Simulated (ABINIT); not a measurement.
# LaAlS3 (Pm-3m): zone-centre phonons, part 3 of 5

Which modes does LaAlS3 (Pm-3m) have at the zone centre?

ABINIT 10.8.3; DFT PBE, scalar-relativistic, plane waves, SPMS norm-conserving pseudopotentials.

So far. Step 4 (Relaxation): The volume changes by -0.1 % in this run and stands +4.1 % from the first cell. Step 6 (Zone-centre response): The acoustic modes at Γ come out as far as 3.7 cm⁻¹ from zero, where they should vanish, a small numerical error. The lowest optical mode is imaginary, 89i cm⁻¹, an instability at this level and on this k mesh. The relaxed cell has a = 4.679 Å (conventional setting).

The structure was built from a prototype and need not be the compound's stable phase.

## Step 7: Modes with the sum rule

anaddb reads the merged derivatives and imposes the acoustic sum rule.

Contents of anaddb.abi:

```
ddb_filepath "gamma_DDB"
output_file "anaddb.abo"
outdata_prefix "anaddb"
asr 1
chneut 1
enunit 2
eivec 1
nph1l 1
qph1l 0.0 0.0 0.0 1.0
```

Contents of mrgddb.in:

```
gamma_DDB
merged
2
dfpt_gammao_DDB
gso_DDB
```

The run is started by

```bash
mrgddb < mrgddb.in > mrgddb.log
OMP_NUM_THREADS=1 anaddb anaddb.abi > anaddb.log
```

anaddb.abo, the main output file:

```text
-outvars_anaddb: echo values of input variables ----------------------

 Miscellaneous information :
      enunit         2
       eivec         1
         asr         1
 First list of wavevector (reduced coord.) :
       nph1l         1
       qph1l
                     0.00000000E+00  0.00000000E+00  0.00000000E+00    1.000E+00

================================================================================

 read the DDB information and perform some checks

  ==== Info on the Cryst% object ====
 Real(R)+Recip(G) space primitive vectors, cartesian coordinates (Bohr,Bohr^-1):
 R(1)=  8.8418667  0.0000000  0.0000000  G(1)=  0.1130983  0.0000000  0.0000000
 R(2)=  0.0000000  8.8418667  0.0000000  G(2)=  0.0000000  0.1130983  0.0000000
 R(3)=  0.0000000  0.0000000  8.8418667  G(3)=  0.0000000  0.0000000  0.1130983
 Unit cell volume ucvol=  6.9124482E+02 bohr^3
 Angles (23,13,12)=  9.00000000E+01  9.00000000E+01  9.00000000E+01 degrees
 Time-reversal symmetry is present
 Reduced atomic positions [iatom, xred, symbol]:
    1)    0.0000000  0.0000000  0.0000000  La
    2)    0.5000000  0.5000000  0.5000000  Al
    3)    0.5000000  0.5000000  0.0000000   S
    4)    0.5000000  0.0000000  0.5000000   S
    5)    0.0000000  0.5000000  0.5000000   S

 DDB file with 3 blocks has been read.

================================================================================

 Treat the first list of vectors

  Phonon wavevector (reduced coordinates) :  0.00000  0.00000  0.00000
 Phonon energies in Hartree :
  -4.055129E-04 -4.055129E-04 -4.055129E-04 -3.871049E-04 -3.871049E-04
  -3.871049E-04  0.000000E+00  0.000000E+00  0.000000E+00  4.928118E-04
   4.928118E-04  4.928118E-04  1.831814E-03  1.831814E-03  1.831814E-03
 Phonon energies in meV     :
- -1.103457E+01 -1.103457E+01 -1.103457E+01 -1.053366E+01 -1.053366E+01
- -1.053366E+01  0.000000E+00  0.000000E+00  0.000000E+00  1.341009E+01
-  1.341009E+01  1.341009E+01  4.984621E+01  4.984621E+01  4.984621E+01
 Phonon frequencies in cm-1    :
- -8.899979E+01 -8.899979E+01 -8.899979E+01 -8.495971E+01 -8.495971E+01
- -8.495971E+01  0.000000E+00  0.000000E+00  0.000000E+00  1.081597E+02
-  1.081597E+02  1.081597E+02  4.020368E+02  4.020368E+02  4.020368E+02
 Phonon frequencies in Thz     :
- -2.668147E+00 -2.668147E+00 -2.668147E+00 -2.547028E+00 -2.547028E+00
- -2.547028E+00  0.000000E+00  0.000000E+00  0.000000E+00  3.242546E+00
-  3.242546E+00  3.242546E+00  1.205276E+01  1.205276E+01  1.205276E+01
 Phonon energies in Kelvin  :
- -1.280508E+02 -1.280508E+02 -1.280508E+02 -1.222381E+02 -1.222381E+02
- -1.222381E+02  0.000000E+00  0.000000E+00  0.000000E+00  1.556176E+02
-  1.556176E+02  1.556176E+02  5.784412E+02  5.784412E+02  5.784412E+02

 Eigendisplacements
 (will be given, for each mode : in cartesian coordinates
   for each atom the real part of the displacement vector,
   then the imaginary part of the displacement vector - absolute values smaller than 1.0d-7 are set to zero)
  Mode number    1   Energy   -4.055129E-04
 Attention : low frequency mode.
   (Could be unstable or acoustic mode)
-  1  0.00000000E+00  0.00000000E+00  0.00000000E+00
-     0.00000000E+00  0.00000000E+00  0.00000000E+00
-  2  0.00000000E+00  0.00000000E+00  0.00000000E+00
-     0.00000000E+00  0.00000000E+00  0.00000000E+00
-  3  0.00000000E+00  0.00000000E+00  0.00000000E+00
-     0.00000000E+00  0.00000000E+00  0.00000000E+00
-  4  0.00000000E+00  0.00000000E+00  2.92470830E-03
-     0.00000000E+00  0.00000000E+00  0.00000000E+00
-  5  0.00000000E+00  0.00000000E+00 -2.92470830E-03
-     0.00000000E+00  0.00000000E+00  0.00000000E+00
  Mode number    2   Energy   -4.055129E-04
 Attention : low frequency mode.
   (Could be unstable or acoustic mode)
-  1  0.00000000E+00  0.00000000E+00  0.00000000E+00
-     0.00000000E+00  0.00000000E+00  0.00000000E+00
-  2  0.00000000E+00  0.00000000E+00  0.00000000E+00
-     0.00000000E+00  0.00000000E+00  0.00000000E+00
-  3  0.00000000E+00 -2.92470830E-03  0.00000000E+00
-     0.00000000E+00  0.00000000E+00  0.00000000E+00
-  4  0.00000000E+00  0.00000000E+00  0.00000000E+00
-     0.00000000E+00  0.00000000E+00  0.00000000E+00
-  5  0.00000000E+00  2.92470830E-03  0.00000000E+00
-     0.00000000E+00  0.00000000E+00  0.00000000E+00
  Mode number    3   Energy   -4.055129E-04
 Attention : low frequency mode.
   (Could be unstable or acoustic mode)
-  1  0.00000000E+00  0.00000000E+00  0.00000000E+00
-     0.00000000E+00  0.00000000E+00  0.00000000E+00
-  2  0.00000000E+00  0.00000000E+00  0.00000000E+00
-     0.00000000E+00  0.00000000E+00  0.00000000E+00
-  3  2.92470830E-03  0.00000000E+00  0.00000000E+00
-     0.00000000E+00  0.00000000E+00  0.00000000E+00
-  4 -2.92470830E-03  0.00000000E+00  0.00000000E+00
-     0.00000000E+00  0.00000000E+00  0.00000000E+00
-  5  0.00000000E+00  0.00000000E+00  0.00000000E+00
-     0.00000000E+00  0.00000000E+00  0.00000000E+00
  Mode number    4   Energy   -3.871049E-04
 Attention : low frequency mode.
   (Could be unstable or acoustic mode)
-  1  0.00000000E+00  0.00000000E+00  1.25362341E-03
-     0.00000000E+00  0.00000000E+00  0.00000000E+00
-  2  0.00000000E+00  0.00000000E+00 -2.61702380E-04
-     0.00000000E+00  0.00000000E+00  0.00000000E+00
-  3  0.00000000E+00  0.00000000E+00 -8.44390928E-04
-     0.00000000E+00  0.00000000E+00  0.00000000E+00
-  4  0.00000000E+00  0.00000000E+00 -2.18281705E-03
-     0.00000000E+00  0.00000000E+00  0.00000000E+00
-  5  0.00000000E+00  0.00000000E+00 -2.18281705E-03
-     0.00000000E+00  0.00000000E+00  0.00000000E+00
  Mode number    5   Energy   -3.871049E-04
 Attention : low frequency mode.
   (Could be unstable or acoustic mode)
-  1  0.00000000E+00 -1.25362341E-03  0.00000000E+00
-     0.00000000E+00  0.00000000E+00  0.00000000E+00
-  2  0.00000000E+00  2.61702380E-04  0.00000000E+00
-     0.00000000E+00  0.00000000E+00  0.00000000E+00
-  3  0.00000000E+00  2.18281705E-03  0.00000000E+00
-     0.00000000E+00  0.00000000E+00  0.00000000E+00
-  4  0.00000000E+00  8.44390927E-04  0.00000000E+00
-     0.00000000E+00  0.00000000E+00  0.00000000E+00
-  5  0.00000000E+00  2.18281705E-03  0.00000000E+00
-     0.00000000E+00  0.00000000E+00  0.00000000E+00
  Mode number    6   Energy   -3.871049E-04
 Attention : low frequency mode.
   (Could be unstable or acoustic mode)
-  1  1.25362341E-03  0.00000000E+00  0.00000000E+00
-     0.00000000E+00  0.00000000E+00  0.00000000E+00
-  2 -2.61702380E-04  0.00000000E+00  0.00000000E+00
-     0.00000000E+00  0.00000000E+00  0.00000000E+00
-  3 -2.18281705E-03  0.00000000E+00  0.00000000E+00
-     0.00000000E+00  0.00000000E+00  0.00000000E+00
-  4 -2.18281705E-03  0.00000000E+00  0.00000000E+00
-     0.00000000E+00  0.00000000E+00  0.00000000E+00
-  5 -8.44390928E-04  0.00000000E+00  0.00000000E+00
-     0.00000000E+00  0.00000000E+00  0.00000000E+00
  Mode number    7   Energy    0.000000E+00
 Attention : low frequency mode.
   (Could be unstable or acoustic mode)
-  1  0.00000000E+00  0.00000000E+00  1.44673087E-03
-     0.00000000E+00  0.00000000E+00  0.00000000E+00
-  2  0.00000000E+00  0.00000000E+00  1.44680735E-03
-     0.00000000E+00  0.00000000E+00  0.00000000E+00
-  3  0.00000000E+00  0.00000000E+00  1.44681417E-03
-     0.00000000E+00  0.00000000E+00  0.00000000E+00
-  4  0.00000000E+00  0.00000000E+00  1.44680796E-03
-     0.00000000E+00  0.00000000E+00  0.00000000E+00
-  5  0.00000000E+00  0.00000000E+00  1.44680796E-03
-     0.00000000E+00  0.00000000E+00  0.00000000E+00
  Mode number    8   Energy    0.000000E+00
 Attention : low frequency mode.
   (Could be unstable or acoustic mode)
-  1  0.00000000E+00  1.44673087E-03  0.00000000E+00
-     0.00000000E+00  0.00000000E+00  0.00000000E+00
-  2  0.00000000E+00  1.44680735E-03  0.00000000E+00
-     0.00000000E+00  0.00000000E+00  0.00000000E+00
-  3  0.00000000E+00  1.44680796E-03  0.00000000E+00
-     0.00000000E+00  0.00000000E+00  0.00000000E+00
-  4  0.00000000E+00  1.44681417E-03  0.00000000E+00
-     0.00000000E+00  0.00000000E+00  0.00000000E+00
-  5  0.00000000E+00  1.44680796E-03  0.00000000E+00
-     0.00000000E+00  0.00000000E+00  0.00000000E+00
  Mode number    9   Energy    0.000000E+00
 Attention : low frequency mode.
   (Could be unstable or acoustic mode)
-  1  1.44673087E-03  0.00000000E+00  0.00000000E+00
-     0.00000000E+00  0.00000000E+00  0.00000000E+00
-  2  1.44680735E-03  0.00000000E+00  0.00000000E+00
-     0.00000000E+00  0.00000000E+00  0.00000000E+00
-  3  1.44680796E-03  0.00000000E+00  0.00000000E+00
-     0.00000000E+00  0.00000000E+00  0.00000000E+00
-  4  1.44680796E-03  0.00000000E+00  0.00000000E+00
-     0.00000000E+00  0.00000000E+00  0.00000000E+00
-  5  1.44681417E-03  0.00000000E+00  0.00000000E+00
-     0.00000000E+00  0.00000000E+00  0.00000000E+00
  Mode number   10   Energy    4.928118E-04
-  1  0.00000000E+00  0.00000000E+00  5.33569002E-04
-     0.00000000E+00  0.00000000E+00  0.00000000E+00
-  2  0.00000000E+00  0.00000000E+00 -3.31953015E-03
-     0.00000000E+00  0.00000000E+00  0.00000000E+00
-  3  0.00000000E+00  0.00000000E+00 -1.92502920E-03
-     0.00000000E+00  0.00000000E+00  0.00000000E+00
-  4  0.00000000E+00  0.00000000E+00  1.20349476E-03
-     0.00000000E+00  0.00000000E+00  0.00000000E+00
-  5  0.00000000E+00  0.00000000E+00  1.20349476E-03
-     0.00000000E+00  0.00000000E+00  0.00000000E+00
  Mode number   11   Energy    4.928118E-04
-  1  0.00000000E+00 -5.33569002E-04  0.00000000E+00
-     0.00000000E+00  0.00000000E+00  0.00000000E+00
-  2  0.00000000E+00  3.31953015E-03  0.00000000E+00
-     0.00000000E+00  0.00000000E+00  0.00000000E+00
-  3  0.00000000E+00 -1.20349476E-03  0.00000000E+00
-     0.00000000E+00  0.00000000E+00  0.00000000E+00
-  4  0.00000000E+00  1.92502920E-03  0.00000000E+00
-     0.00000000E+00  0.00000000E+00  0.00000000E+00
-  5  0.00000000E+00 -1.20349476E-03  0.00000000E+00
-     0.00000000E+00  0.00000000E+00  0.00000000E+00
  Mode number   12   Energy    4.928118E-04
-  1  5.33569002E-04  0.00000000E+00  0.00000000E+00
-     0.00000000E+00  0.00000000E+00  0.00000000E+00
-  2 -3.31953015E-03  0.00000000E+00  0.00000000E+00
-     0.00000000E+00  0.00000000E+00  0.00000000E+00
-  3  1.20349476E-03  0.00000000E+00  0.00000000E+00
-     0.00000000E+00  0.00000000E+00  0.00000000E+00
-  4  1.20349476E-03  0.00000000E+00  0.00000000E+00
-     0.00000000E+00  0.00000000E+00  0.00000000E+00
-  5 -1.92502920E-03  0.00000000E+00  0.00000000E+00
-     0.00000000E+00  0.00000000E+00  0.00000000E+00
  Mode number   13   Energy    1.831814E-03
-  1  0.00000000E+00  0.00000000E+00  2.29379274E-06
-     0.00000000E+00  0.00000000E+00  0.00000000E+00
-  2  0.00000000E+00  0.00000000E+00  2.67407104E-03
-     0.00000000E+00  0.00000000E+00  0.00000000E+00
-  3  0.00000000E+00  0.00000000E+00 -3.25512405E-03
-     0.00000000E+00  0.00000000E+00  0.00000000E+00
-  4  0.00000000E+00  0.00000000E+00  4.97569553E-04
-     0.00000000E+00  0.00000000E+00  0.00000000E+00
-  5  0.00000000E+00  0.00000000E+00  4.97569553E-04
-     0.00000000E+00  0.00000000E+00  0.00000000E+00
  Mode number   14   Energy    1.831814E-03
-  1  0.00000000E+00  2.29379274E-06  0.00000000E+00
-     0.00000000E+00  0.00000000E+00  0.00000000E+00
-  2  0.00000000E+00  2.67407104E-03  0.00000000E+00
-     0.00000000E+00  0.00000000E+00  0.00000000E+00
-  3  0.00000000E+00  4.97569553E-04  0.00000000E+00
-     0.00000000E+00  0.00000000E+00  0.00000000E+00
-  4  0.00000000E+00 -3.25512404E-03  0.00000000E+00
-     0.00000000E+00  0.00000000E+00  0.00000000E+00
-  5 -1.12694087E-07  4.97569553E-04  0.00000000E+00
-     0.00000000E+00  0.00000000E+00  0.00000000E+00
  Mode number   15   Energy    1.831814E-03
-  1  2.29379274E-06  0.00000000E+00  0.00000000E+00
-     0.00000000E+00  0.00000000E+00  0.00000000E+00
-  2  2.67407104E-03  0.00000000E+00  0.00000000E+00
-     0.00000000E+00  0.00000000E+00  0.00000000E+00
-  3  4.97569553E-04  0.00000000E+00  0.00000000E+00
-     0.00000000E+00  0.00000000E+00  0.00000000E+00
-  4  4.97569553E-04  1.12694087E-07  0.00000000E+00
-     0.00000000E+00  0.00000000E+00  0.00000000E+00
-  5 -3.25512404E-03  0.00000000E+00  0.00000000E+00
-     0.00000000E+00  0.00000000E+00  0.00000000E+00

 Analysis of degeneracies and characters (maximum tolerance=1.00E-06 a.u.)
 For each vibration mode, or group of modes if degenerate,
 the characters are given for each symmetry operation (see the list in the log file).
 Symmetry characters of vibration mode #   1
       degenerate with vibration modes #   2 to    3
  3.0 -3.0 -1.0  1.0 -1.0  1.0 -1.0  1.0 -1.0  1.0  1.0 -1.0 -1.0  1.0  1.0 -1.0
 -0.0  0.0 -0.0  0.0  0.0 -0.0  0.0 -0.0 -1.0  1.0  1.0 -1.0  1.0 -1.0 -1.0  1.0
 -0.0  0.0  0.0 -0.0  0.0 -0.0 -0.0  0.0 -1.0  1.0 -1.0  1.0  1.0 -1.0  1.0 -1.0
 Symmetry characters of vibration mode #   4
       degenerate with vibration modes #   5 to    6
  3.0 -3.0 -1.0  1.0 -1.0  1.0 -1.0  1.0  1.0 -1.0 -1.0  1.0  1.0 -1.0 -1.0  1.0
  0.0 -0.0 -0.0  0.0 -0.0  0.0  0.0 -0.0  1.0 -1.0 -1.0  1.0 -1.0  1.0  1.0 -1.0
  0.0 -0.0 -0.0  0.0  0.0 -0.0 -0.0  0.0  1.0 -1.0  1.0 -1.0 -1.0  1.0 -1.0  1.0
 Symmetry characters of vibration mode #   7
       degenerate with vibration modes #   8 to    9
  3.0 -3.0 -1.0  1.0 -1.0  1.0 -1.0  1.0  1.0 -1.0 -1.0  1.0  1.0 -1.0 -1.0  1.0
  0.0 -0.0  0.0 -0.0 -0.0  0.0  0.0 -0.0  1.0 -1.0 -1.0  1.0 -1.0  1.0  1.0 -1.0
  0.0 -0.0 -0.0  0.0  0.0 -0.0  0.0 -0.0  1.0 -1.0  1.0 -1.0 -1.0  1.0 -1.0  1.0
 Symmetry characters of vibration mode #  10
       degenerate with vibration modes #  11 to   12
  3.0 -3.0 -1.0  1.0 -1.0  1.0 -1.0  1.0  1.0 -1.0 -1.0  1.0  1.0 -1.0 -1.0  1.0
  0.0 -0.0  0.0 -0.0 -0.0  0.0 -0.0  0.0  1.0 -1.0 -1.0  1.0 -1.0  1.0  1.0 -1.0
  0.0 -0.0 -0.0  0.0 -0.0  0.0  0.0 -0.0  1.0 -1.0  1.0 -1.0 -1.0  1.0 -1.0  1.0
 Symmetry characters of vibration mode #  13
       degenerate with vibration modes #  14 to   15
  3.0 -3.0 -1.0  1.0 -1.0  1.0 -1.0  1.0  1.0 -1.0 -1.0  1.0  1.0 -1.0 -1.0  1.0
 -0.0  0.0 -0.0  0.0  0.0 -0.0  0.0 -0.0  1.0 -1.0 -1.0  1.0 -1.0  1.0  1.0 -1.0
 -0.0  0.0  0.0 -0.0  0.0 -0.0 -0.0  0.0  1.0 -1.0  1.0 -1.0 -1.0  1.0 -1.0  1.0
-
```

It took 0.72 s on 1 thread of Intel Xeon at 2.70GHz, shared host.

Numbers from this step:

```
lowest optical zone-centre mode : -89 cm⁻¹
```

No LO-TO term; unit eigenvectors of the mass-weighted matrix, from anaddb's displacements. Modes at Γ, with each element's share of the kinetic energy (negative means imaginary):

| mode | frequency (cm⁻¹) | symmetry | La % | Al % | S % |
| --- | --- | --- | --- | --- | --- |
| 1 | -89.0 | T2u | 0 | 0 | 100 |
| 2 | -89.0 | T2u | 0 | 0 | 100 |
| 3 | -89.0 | T2u | 0 | 0 | 100 |
| 4 | -85.0 | T1u | 40 | 0 | 60 |
| 5 | -85.0 | T1u | 40 | 0 | 60 |
| 6 | -85.0 | T1u | 40 | 0 | 60 |
| 7 | 0.0 | acoustic | 53 | 10 | 37 |
| 8 | 0.0 | acoustic | 53 | 10 | 37 |
| 9 | 0.0 | acoustic | 53 | 10 | 37 |
| 10 | 108.2 | T1u | 7 | 54 | 39 |
| 11 | 108.2 | T1u | 7 | 54 | 39 |
| 12 | 108.2 | T1u | 7 | 54 | 39 |
| 13 | 402.0 | T1u | 0 | 35 | 65 |
| 14 | 402.0 | T1u | 0 | 35 | 65 |
| 15 | 402.0 | T1u | 0 | 35 | 65 |

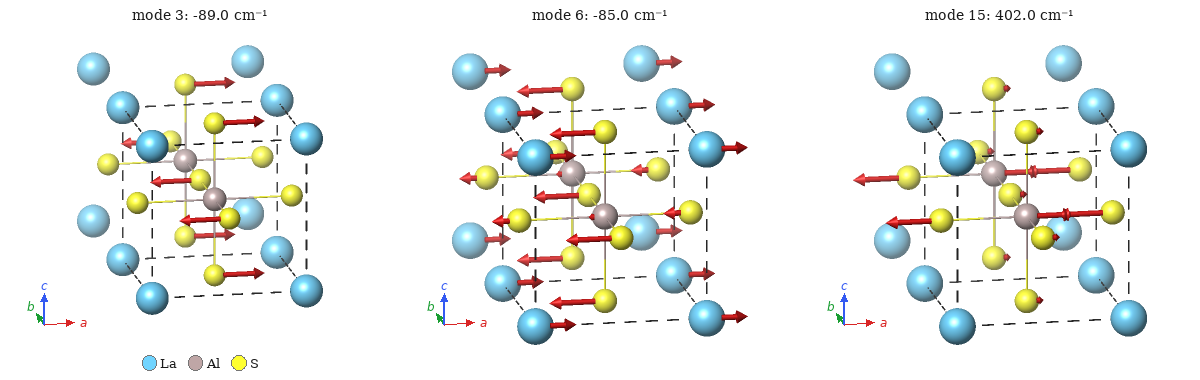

Displacement patterns of modes 3, 6 and 15 at Γ; arrows are exaggerated. 1×2×1 cells are drawn. Some periodic images of atoms are drawn too.

The rule moves no optical mode by more than 0.2 cm⁻¹.

[end of part 3 of 5]

[Host names and launcher messages were left out of these logs when they were recorded.]

[Logs are printed without paths, hosts, clocks, repeated set-up lines and the standing remarks that a program may print on its own settings, such as how far it seeks lower states.]

[Hosts, paths, dates, database ids (printed as entryN), source tags and the programs' standing remarks are cut or masked in the printed files.]
